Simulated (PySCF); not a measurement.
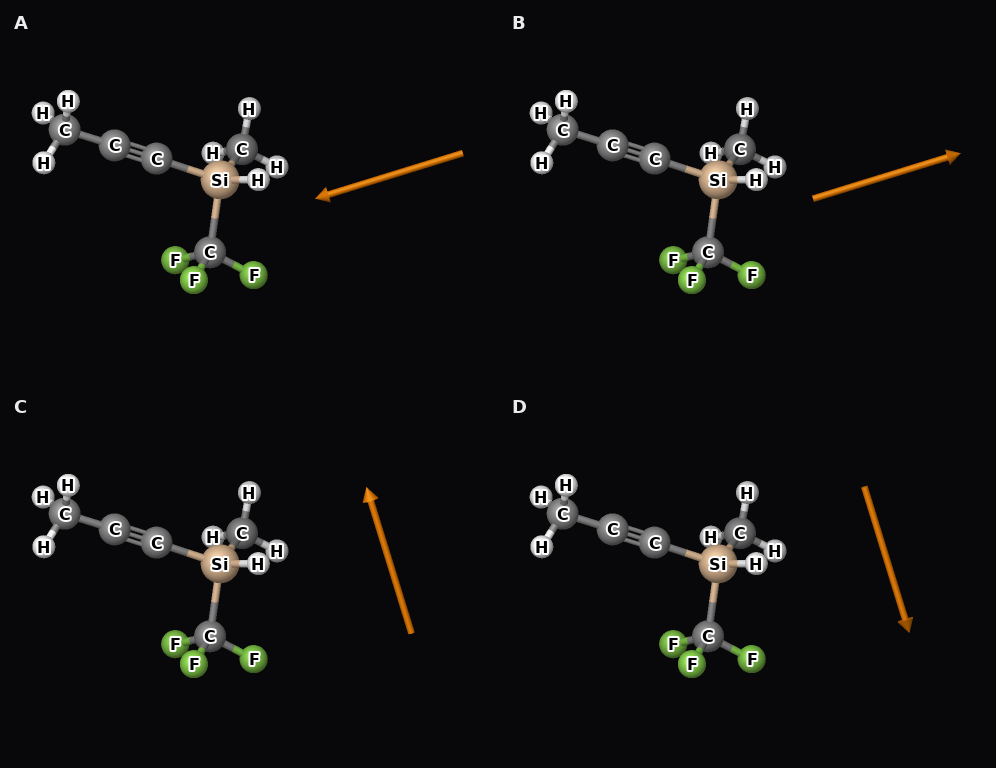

The same molecule four times, each with an arrow. Computed geometry: GFN2-xTB optimisation. No frequency run is at hand to confirm it as a minimum. Level of theory: B3LYP/def2-SVPD, gas phase (PySCF 2.14.0).

### Which arrow points along the dipole moment, from the negative to the positive end?

C. The dipole moment is 3.73 D.

The geometry is semi-empirical. Around Si such bond lengths and angles can be off by a tenth of an ångström or more and by several degrees, and values that hang on the shape move with them.
